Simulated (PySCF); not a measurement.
# [Lu(H2O)3]3+: other functionals and bases at one geometry

How far do other levels of theory move the description of [Lu(H2O)3]3+, and what does each cost? The structure is generated, not taken from experiment.

Method: several levels, as the steps say, no spin–orbit coupling; program: PySCF 2.14.0.

1 further run of the same task is left out (for a known fault of the program).

## Step 1: The system as given

10 atoms, charge 3, spin multiplicity 1.

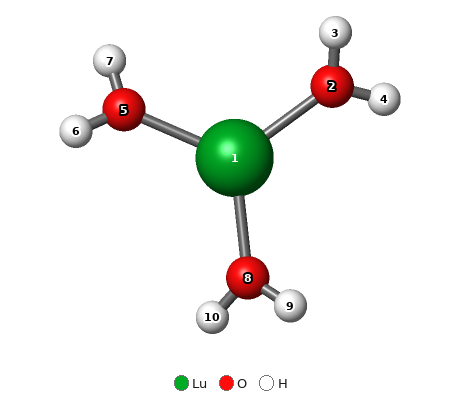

The structure; lutetium green, oxygen red, hydrogen white; atoms are numbered from 1 in the order of the file.

Coordinates:

```xyz
10
charge 3, multiplicity 1
Lu    0.0000    0.0000    0.0000
O     2.1871    0.0000    0.0000
H     2.8040    0.7227    0.2766
H     2.8040   -0.7227   -0.2766
O    -1.0936    1.8941    0.0000
H    -2.0278    2.0670    0.2766
H    -0.7761    2.7897   -0.2766
O    -1.0936   -1.8941    0.0000
H    -0.7762   -2.7897    0.2766
H    -2.0279   -2.0670   -0.2766
```

Formal oxidation states: Lu +3. Each metal's 14 4f electrons lie in its core potential, so multiplicities, spins and levels count the valence alone. An earlier session relaxed this geometry at PBE0, Lu lcecp-1-SVP with ECP60, O def2-SVP, H def2-SVP (singlet, point group D3).

At PBE0 on the finer grid: E = -267.762655 Eh, HOMO -25.68 eV, LUMO -17.36 eV, Mulliken charge on Lu1 +1.90 e, largest force component 0.007 eV/Å. 

Levels to run: TPSS; revPBE; PBE0, TZVP. Hardware: 2 threads of AMD EPYC 7R43 (Zen 3), shared host.

## Step 2: TPSS

Contents of run.py (the lines that set the calculation):

```python
mol = gto.M(atom='''
Lu     0.00000     0.00000     0.00000
O      2.18712    -0.00001     0.00000
H      2.80400     0.72266     0.27663
H      2.80400    -0.72269    -0.27663
O     -1.09355     1.89411     0.00000
H     -2.02784     2.06701     0.27663
H     -0.77613     2.78968    -0.27663
O     -1.09357    -1.89409     0.00000
H     -0.77616    -2.78967     0.27663
H     -2.02787    -2.06698    -0.27663''',
    basis={'Lu': 'lcecp-1-SVP', 'O': 'def2-SVP', 'H': 'def2-SVP'},
    ecp={'Lu': 'lcecp-1-SVP'},
    charge=3, spin=0)
mf = dft.RKS(mol, xc='TPSS')
mf.grids.atom_grid = (75, 302)  # f atoms: unpruned, at least (60, 302)
mf = mf.density_fit()  # fitting sets: Lu AutoAux, O def2-universal-JKFIT, H def2-universal-JKFIT
mf.conv_tol = 1e-08; mf.max_cycle = 55
mf.kernel(dm0)  # dm0: the density of the relaxed state
```

Run with:

```
$ OMP_NUM_THREADS=2 python run.py
```

Log:

```text
init E= -268.023887966819
  HOMO = -0.876517890745941  LUMO = -0.6659640420527  gap/eV = 5.72946
cycle= 1 E= -268.025424820853  delta_E= -0.00154  |g|= 0.0274  |ddm|= 0.142
  HOMO = -0.881431220248956  LUMO = -0.657050930744823  gap/eV = 6.10570
cycle= 2 E= -268.025176806593  delta_E= 0.000248  |g|= 0.0461  |ddm|= 0.0784
  HOMO = -0.877918753408288  LUMO = -0.65996183985154  gap/eV = 5.93091
cycle= 3 E= -268.025655811357  delta_E= -0.000479  |g|= 0.00677  |ddm|= 0.0377
  HOMO = -0.878619685544405  LUMO = -0.661176047333885  gap/eV = 5.91694
cycle= 4 E= -268.025666361421  delta_E= -1.06e-05  |g|= 0.000627  |ddm|= 0.00728
  HOMO = -0.878556941570413  LUMO = -0.661189728875005  gap/eV = 5.91486
cycle= 5 E= -268.025666438258  delta_E= -7.68e-08  |g|= 5.9e-05  |ddm|= 0.000486
  HOMO = -0.878553593007299  LUMO = -0.66118496516237  gap/eV = 5.91490
cycle= 6 E= -268.025666438853  delta_E= -5.95e-10  |g|= 5.3e-06  |ddm|= 5.19e-05
  HOMO = -0.878555212088071  LUMO = -0.661185219487034  gap/eV = 5.91494
Extra cycle  E= -268.025666438841  delta_E= 1.14e-11  |g|= 9.25e-06  |ddm|= 8.31e-06
converged SCF energy = -268.025666438841
```

Wall time 10 s (2 threads of AMD EPYC 7R43 (Zen 3), shared host).

Result: E = -268.025666 Eh, HOMO -23.91 eV, LUMO -17.99 eV, Mulliken charge on Lu1 +1.82 e, largest force component 0.408 eV/Å. 

## Step 3: revPBE

run.py (the lines that set the calculation): that of step 2 with these lines changed.

```diff
@@ -14,3 +14,3 @@
     charge=3, spin=0)
-mf = dft.RKS(mol, xc='TPSS')
+mf = dft.RKS(mol, xc='PBE_R,PBE')
 mf.grids.atom_grid = (75, 302)  # f atoms: unpruned, at least (60, 302)
```

Run with:

```
$ OMP_NUM_THREADS=2 python run.py
```

Log:

```text
init E= -267.96397419077
  HOMO = -0.867626672748539  LUMO = -0.675504779512327  gap/eV = 5.22790
cycle= 1 E= -267.965641548521  delta_E= -0.00167  |g|= 0.0712  |ddm|= 0.222
  HOMO = -0.88451250657772  LUMO = -0.662971847875252  gap/eV = 6.02843
cycle= 2 E= -267.962602169987  delta_E= 0.00304  |g|= 0.145  |ddm|= 0.172
  HOMO = -0.873410919039597  LUMO = -0.667446852337999  gap/eV = 5.60457
cycle= 3 E= -267.966847888964  delta_E= -0.00425  |g|= 0.00785  |ddm|= 0.0964
  HOMO = -0.873746381044351  LUMO = -0.669354204958836  gap/eV = 5.56179
cycle= 4 E= -267.966869288433  delta_E= -2.14e-05  |g|= 0.00109  |ddm|= 0.0128
  HOMO = -0.873643404946069  LUMO = -0.669309326644484  gap/eV = 5.56021
cycle= 5 E= -267.966869513067  delta_E= -2.25e-07  |g|= 0.000126  |ddm|= 0.000739
  HOMO = -0.873630727752187  LUMO = -0.669308743578288  gap/eV = 5.55988
cycle= 6 E= -267.966869516002  delta_E= -2.93e-09  |g|= 3.84e-06  |ddm|= 7.66e-05
  HOMO = -0.873630652358111  LUMO = -0.669310039741394  gap/eV = 5.55985
Extra cycle  E= -267.966869516001  delta_E= 5.68e-13  |g|= 4.68e-06  |ddm|= 1.06e-05
converged SCF energy = -267.966869516001
```

Run time: 6.9 s. Hardware: 2 threads of AMD EPYC 7R43 (Zen 3), shared host.

Result: E = -267.966870 Eh, HOMO -23.77 eV, LUMO -18.21 eV, Mulliken charge on Lu1 +1.78 e, largest force component 0.427 eV/Å. 

## Step 4: PBE0, TZVP

Basis: Lu lcecp-1-TZVP with ECP60, O def2-TZVP, H def2-TZVP. 

run.py (the lines that set the calculation): that of step 3 with these lines changed.

```diff
@@ -11,6 +11,6 @@
 H     -2.02787    -2.06698    -0.27663''',
-    basis={'Lu': 'lcecp-1-SVP', 'O': 'def2-SVP', 'H': 'def2-SVP'},
-    ecp={'Lu': 'lcecp-1-SVP'},
+    basis={'Lu': 'lcecp-1-TZVP', 'O': 'def2-TZVP', 'H': 'def2-TZVP'},
+    ecp={'Lu': 'lcecp-1-TZVP'},
     charge=3, spin=0)
-mf = dft.RKS(mol, xc='PBE_R,PBE')
+mf = dft.RKS(mol, xc='PBE0')
 mf.grids.atom_grid = (75, 302)  # f atoms: unpruned, at least (60, 302)
@@ -18,2 +18,2 @@
 mf.conv_tol = 1e-08; mf.max_cycle = 55
-mf.kernel(dm0)  # dm0: the density of the relaxed state
+mf.kernel(dm0)  # dm0: free metal ions and neutral atoms
```

Run with:

```
$ OMP_NUM_THREADS=2 python run.py
```

Log:

```text
init E= -258.709579383847
  HOMO = -1.35912000932441  LUMO = -0.751190853630515  gap/eV = 16.54259
cycle= 1 E= -266.208402056641  delta_E= -7.5  |g|= 3.52  |ddm|= 2.62
  HOMO = -0.628556055701413  LUMO = -0.566931766808334  gap/eV = 1.67688
cycle= 2 E= -258.533951868632  delta_E= 7.67  |g|= 5.92  |ddm|= 4.21
  HOMO = -0.956695536935444  LUMO = -0.520824658624878  gap/eV = 11.86065
cycle= 3 E= -267.842074448354  delta_E= -9.31  |g|= 0.83  |ddm|= 3.88
  HOMO = -0.957070995970466  LUMO = -0.656282699202933  gap/eV = 8.18487
cycle= 4 E= -268.023615998567  delta_E= -0.182  |g|= 0.211  |ddm|= 0.961
  HOMO = -0.939748846587298  LUMO = -0.634542248070986  gap/eV = 8.30509
cycle= 5 E= -268.031750924863  delta_E= -0.00813  |g|= 0.0265  |ddm|= 0.137
  HOMO = -0.94298073148745  LUMO = -0.636217272631729  gap/eV = 8.34746
cycle= 6 E= -268.031882639175  delta_E= -0.000132  |g|= 0.00264  |ddm|= 0.0179
  HOMO = -0.943226088290795  LUMO = -0.636016846581676  gap/eV = 8.35959
cycle= 7 E= -268.03188392847  delta_E= -1.29e-06  |g|= 0.000434  |ddm|= 0.0031
  HOMO = -0.943181756523116  LUMO = -0.635955052117058  gap/eV = 8.36006
cycle= 8 E= -268.031883958543  delta_E= -3.01e-08  |g|= 5.38e-05  |ddm|= 0.000355
  HOMO = -0.94318817005686  LUMO = -0.635965393852263  gap/eV = 8.35996
cycle= 9 E= -268.031883959127  delta_E= -5.84e-10  |g|= 4.89e-06  |ddm|= 3.89e-05
  HOMO = -0.943188661798467  LUMO = -0.63596409210248  gap/eV = 8.36001
Extra cycle  E= -268.031883959127  delta_E=    0  |g|= 6.63e-06  |ddm|= 6.62e-06
converged SCF energy = -268.031883959127
```

Run time: 15 s. Hardware: 2 threads of AMD EPYC 7R43 (Zen 3), shared host.

Result: E = -268.031884 Eh, HOMO -25.67 eV, LUMO -17.31 eV, Mulliken charge on Lu1 +2.15 e, largest force component 0.320 eV/Å. 

## Step 5: Results

| level | state | HOMO (eV) | gap (eV) | charge on Lu1 (e) | dipole (D) | largest force (eV/Å) | basis functions | time |
| --- | --- | --- | --- | --- | --- | --- | --- | --- |
| PBE0 (relaxed here) | singlet | -25.68 | 8.32 | 1.90 | 0.00 | 0.01 | 105 | 16 s |
| TPSS | singlet | -23.91 | 5.91 | 1.82 | 0.00 | 0.41 | 105 | 10 s |
| revPBE | singlet | -23.77 | 5.56 | 1.78 | 0.00 | 0.43 | 105 | 6.9 s |
| PBE0, TZVP | singlet | -25.67 | 8.36 | 2.15 | 0.00 | 0.32 | 176 | 15 s |

Times are on 2 threads of AMD EPYC 7R43 (Zen 3), shared host; the first row also made further properties. The dipole of a charged species depends on the origin, so these sizes hold for this origin alone.

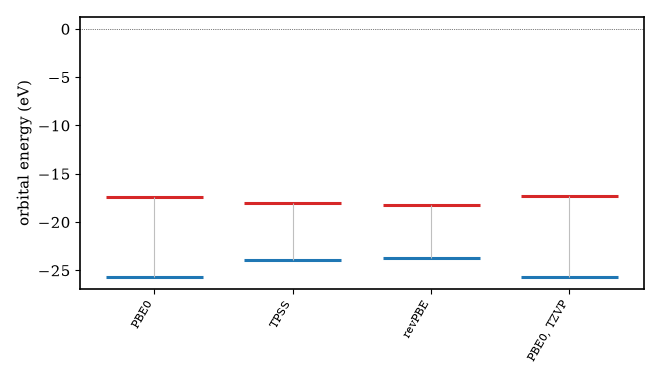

Highest filled and lowest empty level, method by method.

In one basis the HOMO–LUMO gap runs from 5.56 eV (revPBE) to 8.32 eV (PBE0). The largest leftover force, 0.43 eV/Å with revPBE, stands at a geometry relaxed at another level. The Mulliken charge on Lu spans +1.78 to +2.15 e over the levels. With 4f in the core, its levels are missing from HOMO and gap. Total energies of different levels can't be compared. Spin–orbit coupling is left out throughout.
